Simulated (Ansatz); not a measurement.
Partial pair distribution functions of a relaxed model of amorphous Si₅₆O₅₆C₂₈, broadened by 0.06 Å; density 2.34 g/cm³. Method: PBE, scalar-relativistic without spin-orbit coupling (plane waves to 420 eV, PAW; Ansatz, an electronic-structure program).

The cell was made by melting and quenching with the CHGNet potential and then relaxed with DFT. O atoms were pushed apart under 1.9 Å during the dynamics, to hinder bonds among them. The hot cell started wider than the set density and was brought back towards it in steps. It is the lowest in DFT energy of 4 quenches. It is a model cell: composition and starting density were chosen by hand, and all elements were melted together. No dispersion term was used. Its density started from a set value of 2.34 and ended at 2.34 g/cm³. Cooling (nominally 240 K/ps over its main leg) ran many orders faster than in experiment, which tends to leave more defects and strain. A cell of this size samples the disorder only roughly. Volume and shape were free in the relaxation. On a 2×2×2 Γ-centred mesh force components of up to 0.20 eV/Å stay, since the relaxation ran on the zone centre alone.

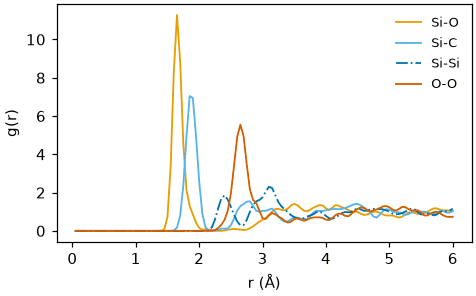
Figure: Partial pair distribution functions

Highest peaks under 4.5 Å: Si-O near 1.65 Å, Si-C near 1.85 Å, Si-Si near 3.10 Å, O-O near 2.65 Å; pairs of few atoms are noisy.

Within 2.22 Å each Si has 2.11 O neighbours on average.
